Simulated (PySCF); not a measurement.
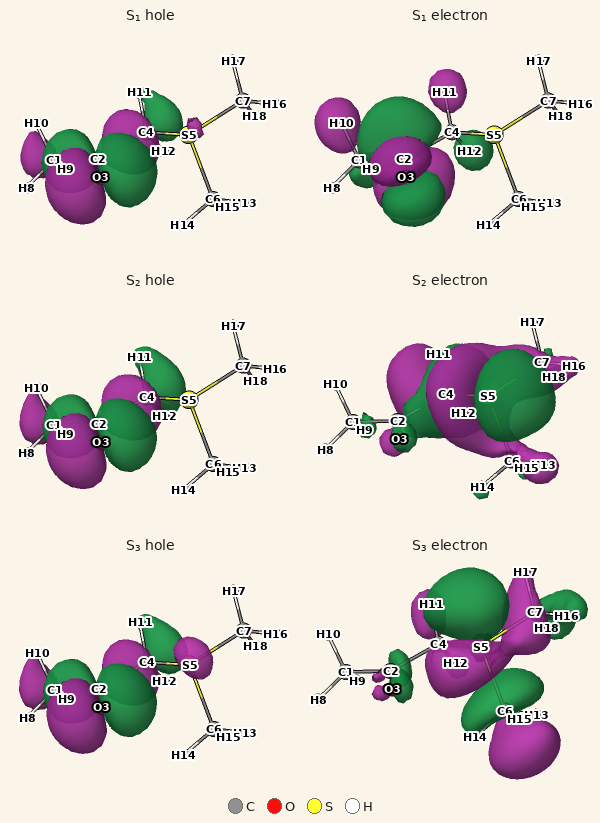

Figure. C5H11OS, charge +1, SMILES `CC(=O)C[S+](C)C`. Leading natural transition orbitals (TDA singlet states).

Method: PBE0/def2-SVP; geometry: GFN2-xTB; program: PySCF. No frequency check shows the geometry to be a minimum. GFN2-xTB bond lengths at metals and heavier atoms can be off by up to 0.1 Å and shapes distorted, which carries into these values. Without diffuse functions Rydberg states are missing, so the states' numbers hold for this basis only.

Cartesian coordinates (Å):

```
C1      -2.9217    0.4935   -0.3004
C2      -1.5816   -0.0167    0.0752
O3      -1.3464   -1.0424    0.6631
C4      -0.3727    0.8387   -0.3006
S5       1.0221   -0.0661    0.4742
C6       1.3021   -1.3788   -0.7338
C7       2.3785    1.0448    0.0139
H8      -3.6640   -0.2948   -0.2035
H9      -2.9261    0.8968   -1.3100
H10     -3.1938    1.3025    0.3784
H11     -0.4325    1.8366    0.1339
H12     -0.2394    0.9232   -1.3785
H13      2.2221   -1.8891   -0.4613
H14      0.4762   -2.0811   -0.6625
H15      1.3818   -0.9747   -1.7381
H16      3.3140    0.5594    0.2768
H17      2.2880    1.9589    0.5932
H18      2.3647    1.2700   -1.0473
```

### Describe these excited states.

By state:
- S₁: 4.76 eV (260 nm), f = 0.000 (very weak); the leading pair carries 100 %; hole on O3 (63 %), C2 (11 %) and C4 (9 %), electron on C2 (42 %), O3 (33 %) and C1 and C4 (6 % each); their centroids lie 0.5 Å apart.
- S₂: 6.31 eV (196 nm), f = 0.036, charge transfer, whose energy this functional puts too low; the leading pair carries 100 %; hole on O3 (60 %), C2 and C4 (11 % each) and C1 (8 %), electron on S5 (45 %) and C4 (26 %); their centroids lie 2.0 Å apart.
- S₃: 6.72 eV (184 nm), f = 0.013, charge transfer, whose energy this functional puts too low; the leading pair carries 99 %; hole on O3 (59 %), C2 and C4 (11 % each) and C1 (9 %), electron on S5 (46 %), C6 (20 %) and C7 (9 %); their centroids lie 2.4 Å apart.
